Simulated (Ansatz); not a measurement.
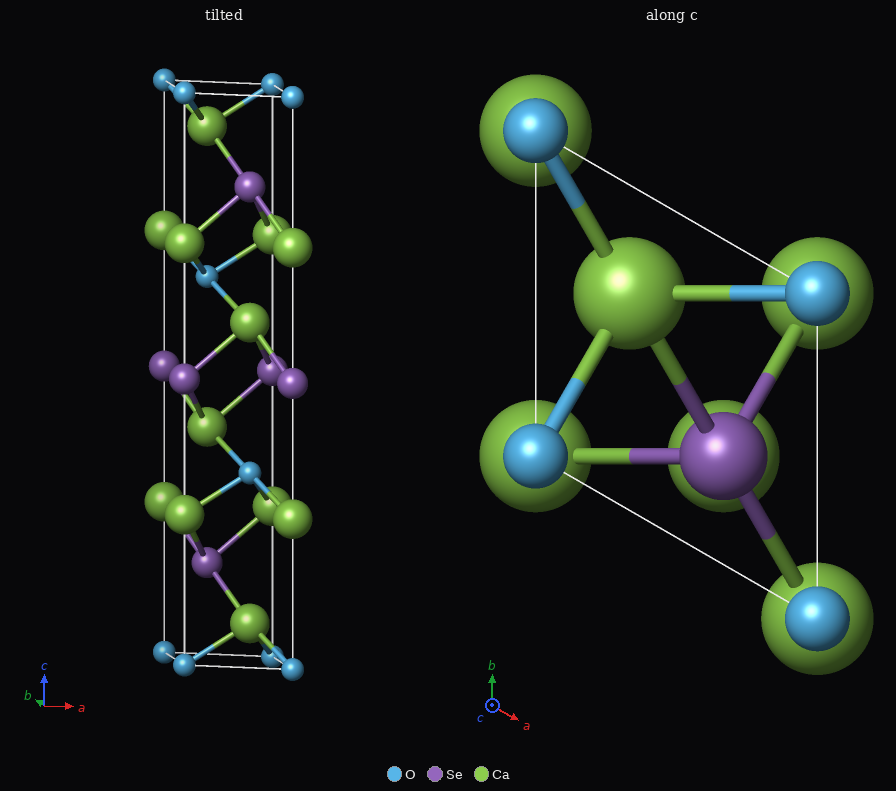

A ball-and-stick rendering, viewed slightly off an axis and along the c axis. The frame is the conventional unit cell; atoms at its boundary are shown with their periodic copies.

Ca₂SeO, space group R-3m (No. 166), a = 3.923 Å, b = 3.923 Å, c = 19.644 Å, α = 90.00°, β = 90.00°, γ = 120.00°. Origin of the cell: a structure type filled with these elements by a generator (whether the compound takes this form wasn't checked). The cell was then strained or its atoms displaced on purpose. A calculation with Ansatz used it as input.

This one geometry was computed with Ansatz (DFT, plane waves, PAW) at three levels of theory: r2SCAN, HSE06 and PBE. It was relaxed with r2SCAN and then strained.

> How does the band gap change with the level of theory?

PBE: a gap of 1.85 eV, direct; r2SCAN: a gap of 2.39 eV, direct; HSE06: a gap of 2.71 eV, direct.

> Collect the results in a table.

| level | cutoff (eV) | k-mesh of the run's cell | gap (eV) | pressure (GPa) |
| --- | --- | --- | --- | --- |
| r2SCAN | 500 | 8×8×8 | 2.39 | -6.7 |
| HSE06 | 420 | 6×6×6 | 2.71 | -6.5 |
| PBE | 420 | 8×8×8 | 1.85 | -5.4 |

Gaps are taken on the k-mesh or band path of each run.
